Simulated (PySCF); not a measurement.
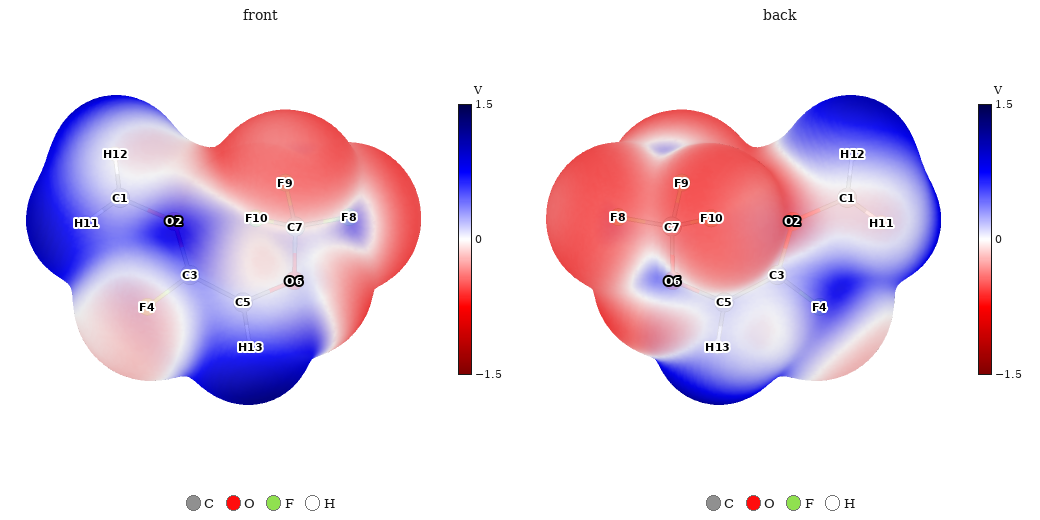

*C4H3F4O2 (doublet). The electrostatic potential painted on the density surface at 0.001 e/bohr³, seen from the front and from behind; red is negative and blue positive.*

Geometry: GFN2-xTB.

These are results of UKS B3LYP, pcH-1 on C F H O, non-relativistic, mean-field spin-orbit, GIAO (PySCF), not measurements.

The calculation's input:

```
{"job": {"kind": "epr", "basis": "pcH-1"}, "charge": 0, "multiplicity": 2}
C      2.253422    -0.719813     0.335757
O      0.975362    -0.354053     0.160295
C      0.611489     0.828850    -0.279015
F      1.614483     1.692133    -0.556199
C     -0.637337     1.288509    -0.489481
O     -1.849749     0.628829    -0.292064
C     -1.874872    -0.614680     0.156793
F     -3.142191    -0.999001     0.253268
F     -1.329014    -0.770352     1.372892
F     -1.260498    -1.499609    -0.643648
H      3.060418    -0.047078     0.121976
H      2.375246    -1.717293     0.698979
H     -0.801148     2.284046    -0.857282
```

Launched as:

```sh
OMP_NUM_THREADS=1 python probes_run.py task.json out
```

Q: Describe the electrostatic potential map.

A: The most negative region (about −0.5 V) lies over O6, F8, F9 and F10, the most positive (about +1.2 V) over H13.
